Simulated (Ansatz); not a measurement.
## Electronic structure of ClH₂SiSn₂ (charge −1) in real space

Input

```
basis:
  gaussian:
    orbitals: def2-TZVPD
crystal:
  periodic: [false, false, false]
  atoms:
    - {symbol: Cl, position_ang: [0.922643, 3.321330, 0.551346]}
    - {symbol: Si, position_ang: [-0.106423, -0.798808, -1.742457]}
    - {symbol: Sn, position_ang: [-0.417976, 1.142940, 0.440925]}
    - {symbol: Sn, position_ang: [1.910315, -0.338655, -0.350523]}
    - {symbol: H, position_ang: [-0.239264, -0.885404, -3.247342]}
    - {symbol: H, position_ang: [-1.555858, -0.642552, -1.298087]}
total_charge: -1
hamiltonian:
  xc: pbe0
output: {forces: true, orbitals: {seedname: orbitals}}
```

Command:

```sh
ansatz run input.yaml --threads 2 --pin off --max-ram 4350MiB --events-out events.jsonl --progress --plain --runs-dir runs
```

Geometry: PBE0-D3(BJ)/def2-SVPD; core potentials replace the inner electrons of Sn.

Level of theory: Ansatz 0.2.0, isolated molecule in a Gaussian basis; Kohn-Sham density functional theory, functional PBE0.

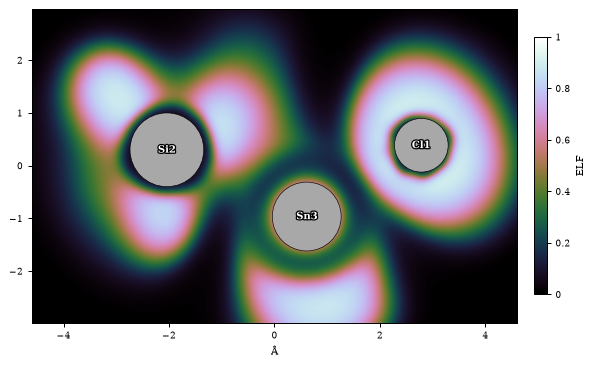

Figure 1. ELF on the plane of atoms Cl1, Sn3 and Si2. Grey discs cover the atomic cores.

Q: What do the fields say about this system?

A: Atoms in the plane: Cl, Si and Sn.
Sn–Cl (2.56 Å): the ELF peaks at about 0.85 in the valence shell of Cl, 0.8 Å from its nucleus, and drops to about 0.15 between the two atoms.
The ELF also peaks beside Cl1, away from the bonds: lone-pair regions.

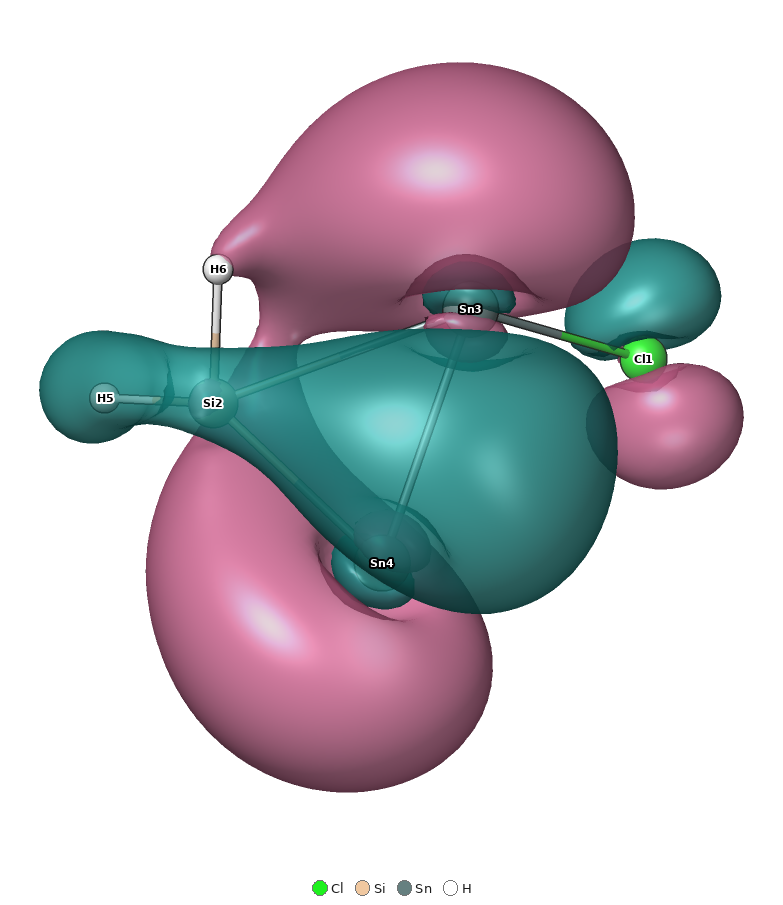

Figure 2. The HOMO at ±0.05 Å⁻³ᐟ² (teal and pink are the two phases), seen at a tilt.

Q: Where does this orbital lie, and at what energy?

A: By Hirshfeld shares it lies mainly on Sn4 (about 45 %), Sn3 (about 40 %) and Si2 (about 10 %). Its energy is −1.19 eV.

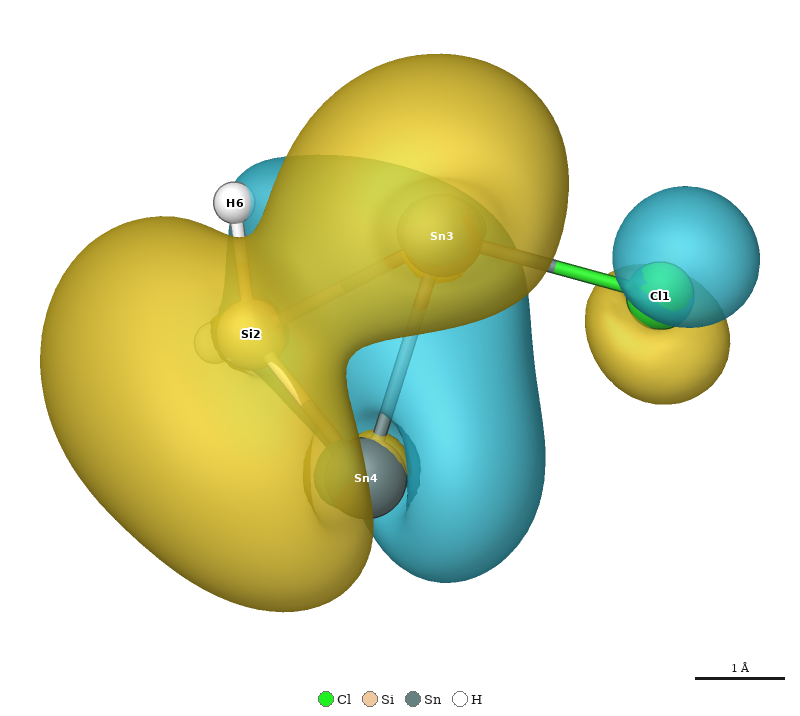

Figure 3. The HOMO−1 at ±0.05 Å⁻³ᐟ² (yellow and cyan are the two phases), seen at a tilt.

Q: Where does this orbital lie, and at what energy?

A: By Hirshfeld shares it lies mainly on Si2 (about 40 %), Sn4 (about 25 %) and Sn3 (about 25 %). Its energy is −1.75 eV.
